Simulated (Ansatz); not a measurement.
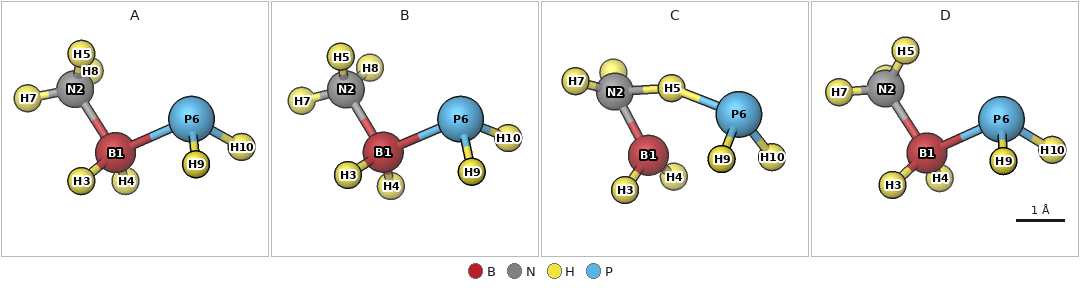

4 geometries from a converged minimum-energy path of BPNH7, made up at the start of BNH4 and PH₃, shuffled. A ball-and-stick model, seen at a tilt.

Method: RKS PBE/def2-SVP (Ansatz 0.2.0). Run with 5 movable images; climbing image; force threshold 0.05 eV/Å; iteration limit 60; starting path through a guess of the saddle point.

> One of them is the converged climbing image. Which?

C. In order along the path, whose images run from 0 to 6: C (image 2, +148.9 kJ/mol), D (image 4, +4.7 kJ/mol), A (image 5, +1.0 kJ/mol), B (image 6, −1.4 kJ/mol). Breaking: H5–P6 (1.44 → 1.71 at the top → 2.95 Å). Forming: B1–P6 (4.08 → 2.43 at the top → 1.99 Å), N2–H5 (3.10 → 1.38 at the top → 1.03 Å).

Limits of the set-up: the start holds two separate molecules, 3.1 Å apart at their closest, whose relative position is a soft coordinate and is computed without a dispersion correction.
